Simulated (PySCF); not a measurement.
System: C5H13BOS (SMILES COCSCB(C)C).

The calculation's input:

```
{"job": {"kind": "nmr", "xc": "PBE0", "basis": "pcSseg-1"}, "charge": 0, "multiplicity": 1}
C      3.392984     0.232072     0.424634
O      2.278928    -0.631651     0.471648
C      1.502935    -0.613166    -0.671808
S      0.588137     0.962931    -0.909353
C     -0.394195     0.996154     0.654552
B     -1.668733     0.129606     0.311531
C     -1.731414    -1.399232     0.691654
C     -2.848833     0.813362    -0.478359
H      3.075810     1.272302     0.297796
H      4.060680    -0.038067    -0.401004
H      3.912988     0.117426     1.372647
H      2.097608    -0.731168    -1.586308
H      0.774863    -1.418455    -0.582886
H      0.275273     0.617426     1.425724
H     -0.575613     2.054687     0.833321
H     -2.586600    -1.576843     1.344257
H     -0.849630    -1.777314     1.204829
H     -1.904010    -2.020220    -0.187785
H     -3.689131     0.153540    -0.677865
H     -2.491321     1.189228    -1.436631
H     -3.229647     1.684325     0.053638
```

Command:

```sh
OMP_NUM_THREADS=1 python probes_run.py task.json out
```

Geometry: GFN2-xTB.

The calculation used PySCF 2.14.0, PBE0/pcSseg-1, SCF density, gas phase, non-relativistic.

Q: What will maps of the electron density and electron localisation function show?

A: C–B (1.58 Å): ρ is about 1.4 e/Å³ halfway; the ELF peaks at about 1 between the atoms, as expected for a covalent bond.
C–H (1.09 Å): ρ is about 1.9 e/Å³ halfway; the ELF climbs to about 1 towards the hydrogen, as it does in any bond to H; an ordinary covalent bond to hydrogen.

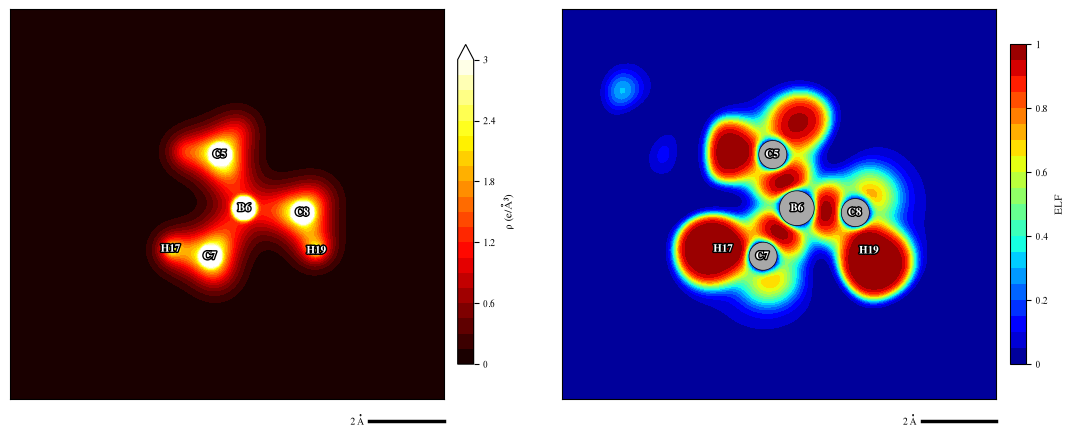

Computed electron density and electron localisation function on the plane of atoms B6, C7 and H17, in this order. Grey discs cover the atomic cores in the ELF map. 
